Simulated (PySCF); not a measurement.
## Electronic structure of C2H9O2Si3 (doublet) in real space

```xyz
16

C    -2.1794   -0.0159    1.1042
C    -1.1045   -0.1374    0.3377
O     0.0753   -0.6082    0.8365
Si   -1.0364    0.2812   -1.5107
O     0.5166    0.4294   -1.9177
Si    2.1022    0.0400   -1.8734
Si    1.1103   -0.0434    1.9422
H    -3.1095    0.3198    0.6847
H    -2.1644   -0.2544    2.1556
H    -1.6302    1.5902   -1.7690
H    -1.6179   -0.7982   -2.3123
H     2.2787   -1.3034   -1.3455
H     2.5332    0.2644   -3.2479
H     1.7279    1.2024    1.4780
H     0.4544    0.2087    3.2306
H     2.0359   -1.1662    1.9981
```

Geometry: GFN2-xTB.

The calculation used UKS B3LYP, pcH-1 on C H O Si, non-relativistic, mean-field spin-orbit, GIAO in PySCF.

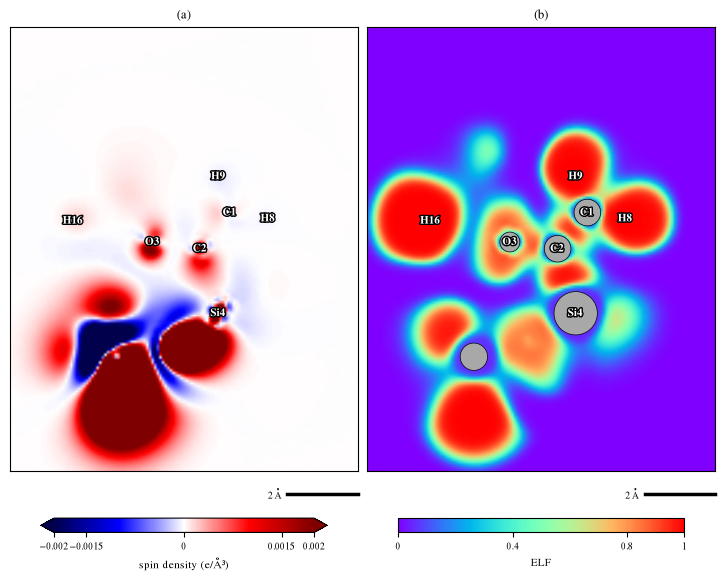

Figure 1. (a) spin density; (b) electron localisation function on the plane of atoms H8, C1 and H9. Grey discs cover the atomic cores in the ELF map.

Describe what can be read from this map.

The section cuts through C, O, Si and H sites.
C–C (1.33 Å): the ELF peaks at about 0.95 between the atoms; a multiple bond.
C–O (1.36 Å): the ELF peaks at about 0.90 between the atoms, as expected for a shared but strongly polarised pair.
C–Si (1.90 Å): the ELF peaks at about 1 between the atoms; a covalent bond.
C–H (1.07 Å): the ELF climbs to about 1 towards the hydrogen, as it does in any bond to H; a covalent bond by its length.
The ELF also peaks beside O5, away from the bonds: non-bonding electrons, paired or unpaired.
The unpaired spin (1 electron) lies mostly on Si6 (about 0.8) and O5 (about 0.1), in electrons by Hirshfeld's partition.

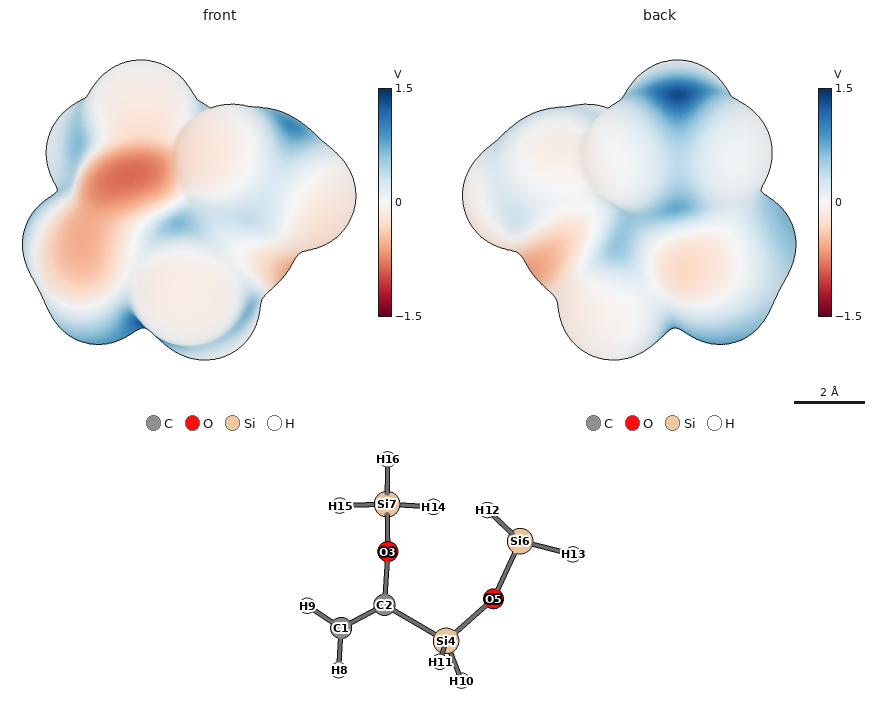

Figure 2. The molecular electrostatic potential painted on the density surface at 0.001 e/bohr³, seen from the front and from behind; the colour scale runs from red (negative) to blue (positive). The bare structure is drawn below in the same view.

Describe the electrostatic potential map.

The most negative region (about −0.8 V) lies over O3, the most positive (about +1.2 V) over Si4 and Si7.
